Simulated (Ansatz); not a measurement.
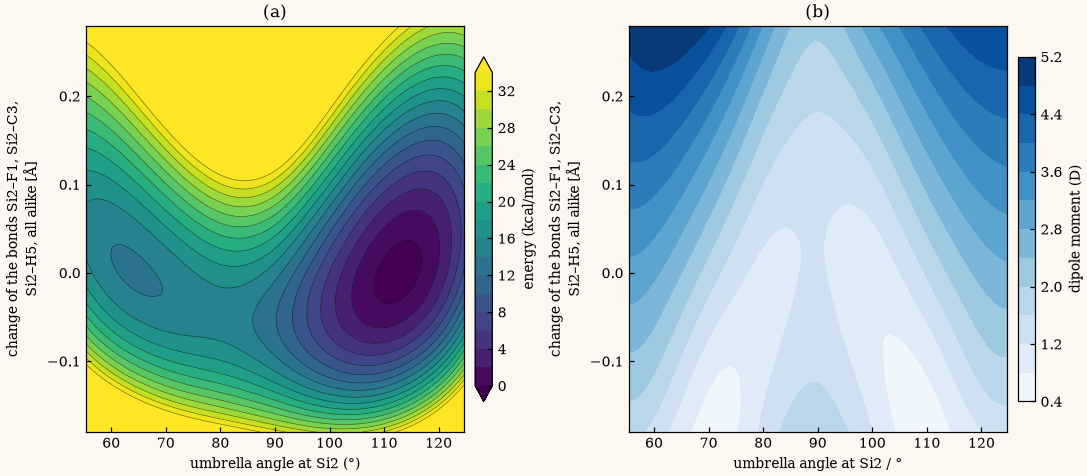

CHFSSi, SMILES F[SiH]=C=S. 
- The first coordinate is: umbrella angle at Si2 (between each of its bonds and their common axis; 90 is planar); the second: change of the bonds Si2–F1, Si2–C3, Si2–H5, all alike.
- Nothing is relaxed (all other coordinates rigid).
- The scan uses a 9 × 9 grid.
- Points are written as (first, second).
- Energies: kcal/mol, counted from the lowest grid point.
- The calculation used RKS B3LYP-D4/def2-TZVP (Ansatz).

Panel (a) is the energy and panel (b) the computed dipole moment on the same grid.

In the figure: filled contours, one colour for all values above the top of the scale. Between grid points the surface is interpolated.

Q: How does the dipole moment vary over the map, and what is it at the lowest grid point?

A: Leaving out the highest fifth of the energies, it runs from 0.61 D at (107.3°, −0.180 Å) to 4.97 D at (55.4°, 0.279 Å). At the lowest grid point, (116.0°, −0.008 Å), it is 2.15 D.
